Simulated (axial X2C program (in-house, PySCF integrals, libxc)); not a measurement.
# All-electron X2C curves of PH⁺

Aim: find the lowest determinant of PH⁺, scan the bond at several levels and fit the constants, once spin-free and once with spin–orbit coupling.

Computed with an in-house X2C program for linear molecules on PySCF integrals. Level: all-electron X2C, P dyall-v3z, H dyall-v3z.

All values are calculated.

**1. The job**

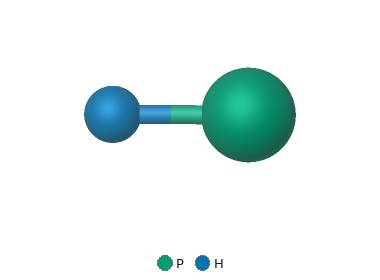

The two atoms at 1.430 Å (phosphorus teal, hydrogen blue).

Input file task.json:

```json
{"zs": [15, 1], "q": 1, "bas": ["dyall-v3z", "dyall-v3z"], "levels": ["PBE0", "HF", "r2SCAN"], "cc": true, "r0": 1.43, "thr": -2.0, "nmax": 90, "npts": 10, "nst": 2, "ntry": 6}
```

Keys: zs atomic numbers; q charge; bas basis sets; levels methods (HF also brings MP2); cc coupled cluster on or off; r0 starting distance in Å; thr threshold in hartree for freezing inner shells (an s shell follows its p shell); nmax most natural virtual spinors; npts points asked for on the curve; nst determinants followed; ntry starts of the search.

Command:

```
$ python so2c.py task.json out
```

Spin-free means the one-electron spin-free X2C Hamiltonian; two-component (2c) means X2C with spin–orbit coupling and atomic mean-field two-electron Coulomb and Gaunt terms. Basis: P dyall-v3z contracted to [8s7p2d1f], H dyall-v3z contracted to [6s2p1d]; Gaussian nuclei, density fitting. Masses: P 30.974 u, H 1.008 u.

Notation: σ, π±, δ± give the projection m of an orbital's angular momentum (0, ±1, ±2), α and β its spin, Λ and M_S the sums; ω is the projection of a spinor's total angular momentum and Ω the sum. Logs are in hartree.

The results follow Hamiltonian by Hamiltonian and level by level.

**2. Search for the lowest determinant**

Determinants are compared with PBE0 at 1.430 Å.

Spin-free determinants:

```
ΔE (eV)             state                         open shells
   0.00  M_S = 1/2, Λ = 1           beyond closed shells: π+α
   1.49  M_S = 3/2, Λ = 0  beyond closed shells: σα, π+α, π-α
   2.38  M_S = 1/2, Λ = 0  beyond closed shells: σβ, π+α, π-α
   3.21  M_S = 1/2, Λ = 0  beyond closed shells: σα, π+β, π-α
   3.21  M_S = 1/2, Λ = 2  beyond closed shells: σα, π+α, π+β
```

Two-component determinants:

```tsv
ΔE (eV)	state	open shells
0.00	Ω = 1/2	excess of +ω over −ω: ω = 1/2
0.04	Ω = 3/2	excess of +ω over −ω: ω = 3/2
2.40	Ω = 1/2	excess of +ω over −ω: 2 × ω = -1/2, ω = 3/2
3.24	Ω = 5/2	excess of +ω over −ω: 2 × ω = 1/2, ω = 3/2
3.27	Ω = 1/2	excess of +ω over −ω: ω = 1/2
```

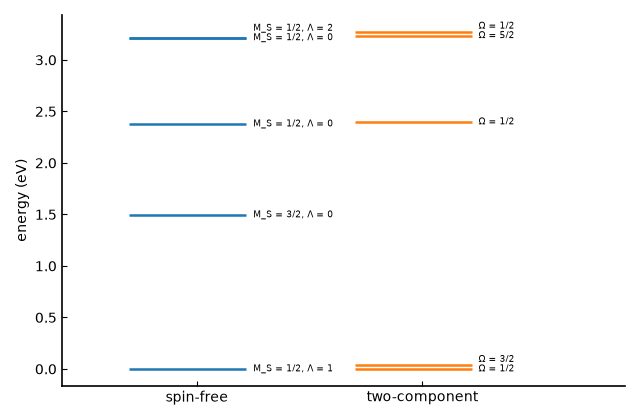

The determinants found, each set from its own lowest.

**3. PBE0, spin-free**

State followed: M_S = 1/2, Λ = 1 (beyond closed shells: π+α). The scan is laid around 1.439 Å, a first estimate of the minimum, and this SCF restarts from the orbitals of the search.

The SCF at the reference distance of 1.439 Å:

```text
spin-free X2C-1e  PBE0
basis functions 63  fitting functions 387  grid points 4351
iter        total energy     max residual
   1       -342.177272414     2.92e-01
   2       -342.207900262     3.05e-03
   3       -342.207920548     2.53e-04
   4       -342.207921059     1.15e-04
   5       -342.207921132     1.09e-05
   6       -342.207921133     2.54e-06
converged
one-electron -478.54736221  Coulomb 154.02742855  exact exchange -5.68730072  xc functional -17.51678000  nuclear repulsion 5.51609323
```

Along the bond, energies from the lowest point:

| R (Å) | E (eV) | μ (D) | HOMO (eV) | LUMO (eV) | iterations |
| --- | --- | --- | --- | --- | --- |
| 1.252 | 0.4723 | 0.91 | -16.01 | -13.44 | 8 |
| 1.310 | 0.2042 | 0.91 | -15.98 | -13.41 | 8 |
| 1.353 | 0.0839 | 0.91 | -15.96 | -13.39 | 8 |
| 1.396 | 0.0193 | 0.91 | -15.94 | -13.37 | 8 |
| 1.439 | 0.0000 | 0.91 | -15.92 | -13.35 | 6 |
| 1.489 | 0.0241 | 0.92 | -15.90 | -13.33 | 9 |
| 1.540 | 0.0881 | 0.93 | -15.87 | -13.31 | 9 |
| 1.605 | 0.2153 | 0.96 | -15.85 | -13.28 | 9 |
| 1.684 | 0.4195 | 0.99 | -15.81 | -13.25 | 9 |
| 1.799 | 0.7761 | 1.07 | -15.77 | -13.20 | 10 |

Dipoles are positive if H is the positive end and refer to the centre of mass.

Outer orbitals at the reference distance:

| symmetry | occupied | ε (eV) | atomic character |
| --- | --- | --- | --- |
| σα | yes | -26.24 | 69% P s, 24% H s, 7% H p |
| σβ | yes | -24.96 | 64% P s, 27% H s, 6% H p |
| σα | yes | -18.20 | 58% P p, 26% H s, 12% P s |
| σβ | yes | -17.81 | 58% P p, 23% H s, 16% P s |
| π+α | yes | -15.92 | 95% P p, 4% H p |
| π-α | no | -13.35 | 95% P p, 4% H p |
| π+β | no | -11.93 | 95% P p, 4% H p |
| π-β | no | -11.93 | 95% P p, 4% H p |
| σα | no | -6.38 | 31% P d, 26% H s, 22% P p |

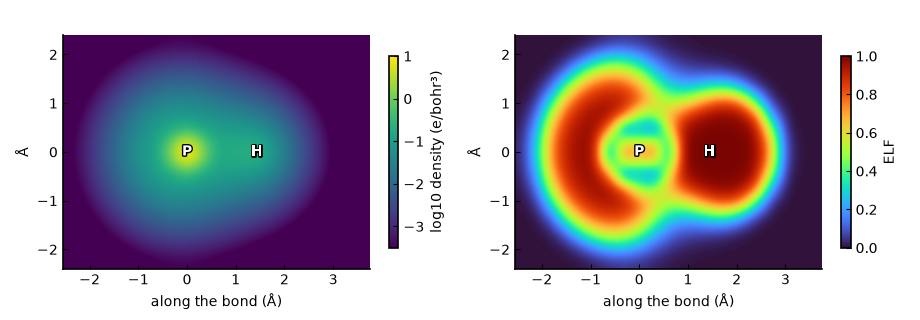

PBE0 fields in a plane through the axis, from a grid of 0.3 Å; P lies at z = 0 and H at z = 1.439 Å; the ELF is damped to zero where the density is low.

Re = 1.438 Å, ωe = 2360 cm⁻¹, ωexe = 36.5 cm⁻¹, Be = 8.349 cm⁻¹, De = 3.36 eV, μ = 0.91 D.

**4. HF, spin-free**

The SCF at the reference distance of 1.439 Å:

```text
spin-free X2C-1e  HF
basis functions 63  fitting functions 387  grid points 4351
iter        total energy     max residual
   1       -341.753043285     1.00e-01
   2       -341.759543026     4.75e-03
   3       -341.759746554     1.45e-03
   4       -341.759771467     5.20e-04
   5       -341.759776722     1.97e-04
   6       -341.759777724     7.37e-05
   7       -341.759778032     4.90e-05
   8       -341.759778131     1.38e-05
   9       -341.759778134     2.76e-06
  10       -341.759778135     5.41e-07
converged
one-electron -478.39221810  Coulomb 153.88856422  exact exchange -22.77221749  xc functional 0.00000000  nuclear repulsion 5.51609323
```

Re = 1.415 Å, ωe = 2522 cm⁻¹, ωexe = 34.6 cm⁻¹, Be = 8.625 cm⁻¹, De = 2.36 eV, μ = 0.95 D.

**5. r2SCAN, spin-free**

The SCF at the reference distance of 1.439 Å:

```text
spin-free X2C-1e  r2SCAN
basis functions 63  fitting functions 387  grid points 4351
iter        total energy     max residual
   1       -342.299504710     2.16e-02
   2       -342.300195541     1.15e-03
   3       -342.300206736     5.40e-04
   4       -342.300210052     2.42e-04
   5       -342.300210895     3.81e-05
   6       -342.300210926     1.02e-05
   7       -342.300210928     3.80e-06
   8       -342.300210929     1.18e-06
converged
one-electron -478.52639646  Coulomb 154.01171869  exact exchange 0.00000000  xc functional -23.30162638  nuclear repulsion 5.51609323
```

Re = 1.439 Å, ωe = 2346 cm⁻¹, ωexe = 38.1 cm⁻¹, Be = 8.344 cm⁻¹, De = 3.21 eV, μ = 0.91 D.

**6. MP2 and beyond, spin-free**

Correlated methods: 5 electrons correlated (frozen shells, counted by type: P 2 s, 1 p; H none), 101 virtual spinors in MP2, 67 natural virtuals in coupled cluster.

Output of the correlated part at 1.439 Å:

```text
correlated 5  virtual 101  natural virtual 67  E(MP2) -0.093987690  MP2 remainder -0.001011006
iter   CCSD correlation   residual
   1     -0.110755041   1.06e-01
   2     -0.118192492   4.38e-02
   3     -0.118865852   1.27e-02
   4     -0.118946452   3.32e-03
   5     -0.118920208   1.20e-03
   6     -0.118920906   4.09e-04
   7     -0.118923007   1.08e-04
   8     -0.118921670   2.97e-05
   9     -0.118921692   8.27e-06
  10     -0.118921741   2.63e-06
  11     -0.118921778   6.93e-07
  12     -0.118921776   2.40e-07
(T) -0.003350297  T1 0.0178  D1 0.0345  max T2 0.092
```

T1 in the output is the amplitude norm over the root of the electron number; divide by √2 for the Lee–Taylor value.

MP2: Re = 1.423 Å, ωe = 2447 cm⁻¹, Be = 8.529 cm⁻¹, De = 3.20 eV.

CCSD: Re = 1.429 Å, ωe = 2389 cm⁻¹, ωexe = 40.9 cm⁻¹, Be = 8.453 cm⁻¹, De = 3.36 eV. T1 at Re = 0.013 (Lee–Taylor, the printed value over √2).

CCSD(T): Re = 1.431 Å, ωe = 2373 cm⁻¹, ωexe = 41.8 cm⁻¹, Be = 8.429 cm⁻¹, De = 3.39 eV. T1 at Re = 0.013 (Lee–Taylor, the printed value over √2).

**7. A higher determinant, spin-free**

State: M_S = 3/2, Λ = 0 (beyond closed shells: σα, π+α, π-α).

Output at the reference distance:

```text
spin-free X2C-1e  PBE0
basis functions 63  fitting functions 387  grid points 4351
iter        total energy     max residual
   1       -342.126913794     2.95e-01
   2       -342.153227551     3.14e-03
   3       -342.153243163     4.88e-04
   4       -342.153244522     2.03e-04
   5       -342.153244945     6.14e-05
   6       -342.153244983     3.06e-05
   7       -342.153244997     8.43e-06
   8       -342.153244998     5.78e-07
converged
one-electron -478.58403576  Coulomb 154.16340460  exact exchange -5.70322020  xc functional -17.54548687  nuclear repulsion 5.51609323
```

| R (Å) | E above the lowest PBE0 point (eV) |
| --- | --- |
| 1.252 | 2.049 |
| 1.310 | 1.767 |
| 1.353 | 1.628 |
| 1.396 | 1.539 |
| 1.439 | 1.488 |
| 1.489 | 1.466 |
| 1.540 | 1.475 |
| 1.605 | 1.518 |
| 1.684 | 1.599 |

Re = 1.497 Å, ωe = 1777 cm⁻¹, ωexe = 87.3 cm⁻¹, Be = 7.705 cm⁻¹, μ = 1.19 D. Te = 1.47 eV.

**8. The spin-free curves together**

Energy (eV) of the followed determinant, spin-free, from each level's lowest point:

| R (Å) | PBE0 | HF | MP2 | CCSD | CCSD(T) | r2SCAN |
| --- | --- | --- | --- | --- | --- | --- |
| 1.252 | 0.472 | 0.391 | 0.415 | n/a | n/a | 0.471 |
| 1.310 | 0.204 | 0.146 | 0.164 | 0.179 | 0.184 | 0.204 |
| 1.353 | 0.084 | 0.045 | 0.057 | 0.067 | 0.071 | 0.084 |
| 1.396 | 0.019 | 0.000 | 0.006 | 0.011 | 0.013 | 0.020 |
| 1.439 | 0.000 | 0.002 | 0.000 | 0.000 | 0.000 | 0.000 |
| 1.489 | 0.024 | 0.052 | 0.040 | 0.033 | 0.030 | 0.023 |
| 1.540 | 0.088 | 0.143 | 0.120 | 0.104 | 0.099 | 0.086 |
| 1.605 | 0.215 | 0.306 | 0.266 | 0.238 | 0.230 | 0.211 |
| 1.684 | 0.420 | 0.555 | 0.493 | n/a | n/a | 0.411 |
| 1.799 | 0.776 | 0.977 | 0.884 | n/a | n/a | 0.759 |

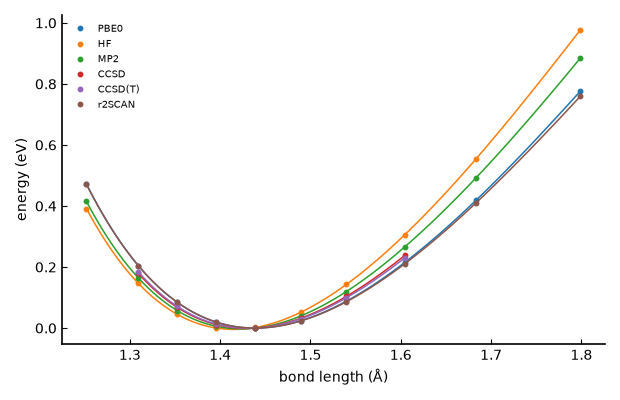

Curves of the followed state, spin-free, each from its own lowest point.

**9. PBE0, 2c**

State followed: Ω = 1/2 (excess of +ω over −ω: ω = 1/2). The scan is laid around 1.439 Å, a first estimate of the minimum, and this SCF restarts from the orbitals of the search.

Output at 1.439 Å:

```text
two-component X2C + atomic mean field  PBE0
basis functions 63  fitting functions 387  grid points 4351
iter        total energy     max residual
   1       -342.130477813     2.92e-01
   2       -342.161163404     3.05e-03
   3       -342.161183683     2.53e-04
   4       -342.161184197     1.15e-04
   5       -342.161184271     1.16e-05
   6       -342.161184272     2.79e-06
converged
one-electron -478.42634309  Coulomb 153.99616336  exact exchange -5.68617373  xc functional -17.51327033  nuclear repulsion 5.51609323  atomic mean-field constant -0.04765373
```

Along the bond, energies from the lowest point:

| R (Å) | E (eV) | μ (D) | HOMO (eV) | LUMO (eV) | iterations |
| --- | --- | --- | --- | --- | --- |
| 1.252 | 0.4729 | 0.91 | -16.02 | -13.41 | 8 |
| 1.310 | 0.2047 | 0.91 | -15.99 | -13.38 | 8 |
| 1.353 | 0.0842 | 0.91 | -15.97 | -13.36 | 8 |
| 1.396 | 0.0194 | 0.91 | -15.95 | -13.35 | 8 |
| 1.439 | 0.0000 | 0.91 | -15.93 | -13.33 | 6 |
| 1.489 | 0.0240 | 0.92 | -15.91 | -13.30 | 9 |
| 1.540 | 0.0878 | 0.93 | -15.89 | -13.28 | 9 |
| 1.605 | 0.2149 | 0.95 | -15.86 | -13.26 | 9 |
| 1.684 | 0.4189 | 0.99 | -15.83 | -13.22 | 9 |
| 1.799 | 0.7753 | 1.06 | -15.78 | -13.18 | 10 |

Dipoles are positive if H is the positive end and refer to the centre of mass.

Outer spinors at the reference distance:

| ω | occupied | ε (eV) | atomic character | λ mixture |
| --- | --- | --- | --- | --- |
| -1/2 | yes | -26.24 | 69% P s, 24% H s, 7% H p | 100% σ |
| 1/2 | yes | -24.96 | 64% P s, 27% H s, 6% H p | 100% σ |
| -1/2 | yes | -18.19 | 58% P p, 26% H s, 12% P s | 100% σ |
| 1/2 | yes | -17.80 | 58% P p, 23% H s, 16% P s | 100% σ |
| 1/2 | yes | -15.93 | 95% P p, 4% H p | 100% π |
| -3/2 | no | -13.33 | 95% P p, 4% H p | 100% π |
| -1/2 | no | -11.95 | 95% P p, 4% H p | 100% π |
| 3/2 | no | -11.91 | 95% P p, 4% H p | 100% π |
| -1/2 | no | -6.38 | 31% P d, 26% H s, 22% P p | 100% σ |

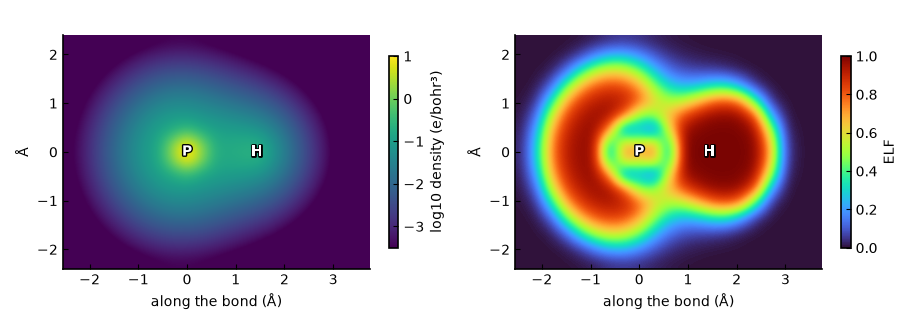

PBE0 fields in a plane through the axis, from a grid of 0.3 Å; P lies at z = 0 and H at z = 1.439 Å; the ELF is damped to zero where the density is low.

Re = 1.438 Å, ωe = 2359 cm⁻¹, ωexe = 36.4 cm⁻¹, Be = 8.347 cm⁻¹, De = 3.38 eV, μ = 0.91 D.

**10. HF, 2c**

The SCF at the reference distance of 1.439 Å:

```text
two-component X2C + atomic mean field  HF
basis functions 63  fitting functions 387  grid points 4351
iter        total energy     max residual
   1       -341.706435129     1.00e-01
   2       -341.712932569     4.75e-03
   3       -341.713136199     1.45e-03
   4       -341.713161161     5.20e-04
   5       -341.713166436     1.97e-04
   6       -341.713167445     7.37e-05
   7       -341.713167755     4.90e-05
   8       -341.713167854     1.37e-05
   9       -341.713167858     2.76e-06
  10       -341.713167858     5.23e-07
converged
one-electron -478.27122069  Coulomb 153.85732030  exact exchange -22.76770698  xc functional 0.00000000  nuclear repulsion 5.51609323  atomic mean-field constant -0.04765373
```

Re = 1.415 Å, ωe = 2521 cm⁻¹, ωexe = 34.6 cm⁻¹, Be = 8.623 cm⁻¹, De = 2.38 eV, μ = 0.95 D.

**11. r2SCAN, 2c**

The SCF at the reference distance of 1.439 Å:

```text
two-component X2C + atomic mean field  r2SCAN
basis functions 63  fitting functions 387  grid points 4351
iter        total energy     max residual
   1       -342.252705306     2.16e-02
   2       -342.253396585     1.15e-03
   3       -342.253407786     5.40e-04
   4       -342.253411111     2.42e-04
   5       -342.253411955     3.81e-05
   6       -342.253411986     1.02e-05
   7       -342.253411989     3.81e-06
   8       -342.253411989     1.18e-06
converged
one-electron -478.40526690  Coulomb 153.98033477  exact exchange 0.00000000  xc functional -23.29691936  nuclear repulsion 5.51609323  atomic mean-field constant -0.04765373
```

Re = 1.439 Å, ωe = 2345 cm⁻¹, ωexe = 38.1 cm⁻¹, Be = 8.342 cm⁻¹, De = 3.23 eV, μ = 0.91 D.

**12. Correlated methods, 2c**

Correlated methods: 5 electrons correlated (frozen shells, counted by type: P 2 s, 1 p; H none), 101 virtual spinors in MP2, 67 natural virtuals in coupled cluster.

Output of the correlated part at 1.439 Å:

```text
correlated 5  virtual 101  natural virtual 67  E(MP2) -0.093967046  MP2 remainder -0.001010797
iter   CCSD correlation   residual
   1     -0.110725696   1.06e-01
   2     -0.118151824   4.37e-02
   3     -0.118821627   1.27e-02
   4     -0.118901642   3.30e-03
   5     -0.118875611   1.19e-03
   6     -0.118876295   4.12e-04
   7     -0.118878415   1.21e-04
   8     -0.118877001   5.30e-05
   9     -0.118876926   3.56e-05
  10     -0.118877075   2.54e-05
  11     -0.118877273   1.10e-05
  12     -0.118877180   2.79e-06
  13     -0.118877175   8.61e-07
(T) -0.003345961  T1 0.0178  D1 0.0345  max T2 0.092
```

MP2: Re = 1.423 Å, ωe = 2446 cm⁻¹, Be = 8.527 cm⁻¹, De = 3.23 eV.

CCSD: Re = 1.430 Å, ωe = 2388 cm⁻¹, ωexe = 40.9 cm⁻¹, Be = 8.451 cm⁻¹, De = 3.38 eV. T1 at Re = 0.013 (Lee–Taylor, the printed value over √2).

CCSD(T): Re = 1.432 Å, ωe = 2372 cm⁻¹, ωexe = 41.8 cm⁻¹, Be = 8.428 cm⁻¹, De = 3.41 eV. T1 at Re = 0.013 (Lee–Taylor, the printed value over √2).

**13. A higher determinant, 2c**

State: Ω = 3/2 (excess of +ω over −ω: ω = 3/2).

Output at the reference distance:

```text
two-component X2C + atomic mean field  PBE0
basis functions 63  fitting functions 387  grid points 4351
iter        total energy     max residual
   1       -342.129067918     2.92e-01
   2       -342.159752849     3.05e-03
   3       -342.159773151     2.58e-04
   4       -342.159773685     1.17e-04
   5       -342.159773764     1.18e-05
   6       -342.159773766     2.85e-06
converged
one-electron -478.41757999  Coulomb 153.98836037  exact exchange -5.68606493  xc functional -17.51292872  nuclear repulsion 5.51609323  atomic mean-field constant -0.04765373
```

| R (Å) | E above the lowest PBE0 point (eV) |
| --- | --- |
| 1.252 | 0.511 |
| 1.310 | 0.243 |
| 1.353 | 0.123 |
| 1.396 | 0.058 |
| 1.439 | 0.038 |
| 1.489 | 0.062 |
| 1.540 | 0.126 |
| 1.605 | 0.253 |
| 1.684 | 0.457 |

Re = 1.438 Å, ωe = 2359 cm⁻¹, ωexe = 36.5 cm⁻¹, Be = 8.347 cm⁻¹, μ = 0.91 D. Te = 0.04 eV.

**14. The 2c curves together**

Energy (eV) of the followed determinant, 2c, from each level's lowest point:

| R (Å) | PBE0 | HF | MP2 | CCSD | CCSD(T) | r2SCAN |
| --- | --- | --- | --- | --- | --- | --- |
| 1.252 | 0.473 | 0.392 | 0.416 | n/a | n/a | 0.472 |
| 1.310 | 0.205 | 0.146 | 0.164 | 0.179 | 0.184 | 0.204 |
| 1.353 | 0.084 | 0.045 | 0.057 | 0.068 | 0.071 | 0.084 |
| 1.396 | 0.019 | 0.000 | 0.006 | 0.011 | 0.013 | 0.020 |
| 1.439 | 0.000 | 0.002 | 0.000 | 0.000 | 0.000 | 0.000 |
| 1.489 | 0.024 | 0.052 | 0.040 | 0.032 | 0.030 | 0.023 |
| 1.540 | 0.088 | 0.142 | 0.119 | 0.103 | 0.099 | 0.086 |
| 1.605 | 0.215 | 0.305 | 0.266 | 0.238 | 0.230 | 0.211 |
| 1.684 | 0.419 | 0.555 | 0.493 | n/a | n/a | 0.410 |
| 1.799 | 0.775 | 0.976 | 0.884 | n/a | n/a | 0.759 |

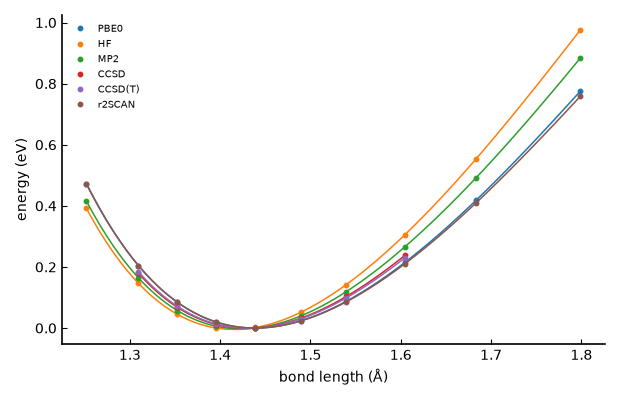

Curves of the followed state, 2c, each from its own lowest point.

Time for the job: 21 s (1 thread of Arm Neoverse V2, shared host); peak memory 0.23 GiB.

**15. Results**

Lowest determinant that the search found at its distance, spin-free: M_S = 1/2, Λ = 1 (beyond closed shells: π+α).

Lowest determinant that the search found at its distance, 2c: Ω = 1/2 (excess of +ω over −ω: ω = 1/2).

```csv
Hamiltonian,level,Re (Å),ωe (cm⁻¹),De (eV),μ (D)
spin-free,PBE0,1.438,2360,3.36,0.91
spin-free,HF,1.415,2522,2.36,0.95
spin-free,MP2,1.423,2447,3.20,n/a
spin-free,CCSD,1.429,2389,3.36,n/a
spin-free,CCSD(T),1.431,2373,3.39,n/a
spin-free,r2SCAN,1.439,2346,3.21,0.91
2c,PBE0,1.438,2359,3.38,0.91
2c,HF,1.415,2521,2.38,0.95
2c,MP2,1.423,2446,3.23,n/a
2c,CCSD,1.430,2388,3.38,n/a
2c,CCSD(T),1.432,2372,3.41,n/a
2c,r2SCAN,1.439,2345,3.23,0.91
```

Dipoles are positive if H is the positive end and refer to the centre of mass.

Time per point (s) on 1 thread of Arm Neoverse V2, shared host (2c runs; CCSD comes with the CCSD(T) run); the times are rough: PBE0 0.094, HF 0.041, MP2 0.049, CCSD(T) 0.61, r2SCAN 0.15.

In words: At CCSD(T), going from spin-free to two-component changes Re by 0 mÅ, ωe by 0.0 %, which is small (part of it comes from the scalar share of the two-electron terms). De moves by +0.02 eV; both De rest on single-determinant atoms, which can miss part of an open shell's spin–orbit lowering.

De refers to P+ + H, each in the lowest determinant found, which need not be this curve's own limit. Each curve is one determinant whose occupation by symmetry is held fixed; it was picked as the lowest of a PBE0 search that is not exhaustive. Dissociation energies refer to the lowest single-determinant-based atoms at the same level and basis. Density functionals use the spin component along the axis (collinear). Coupled cluster ran in a truncated set of natural virtual spinors; the MP2 energy of the rest was added. The meta-GGAs lack a current-density term, which matters for open shells with orbital currents, atoms included.
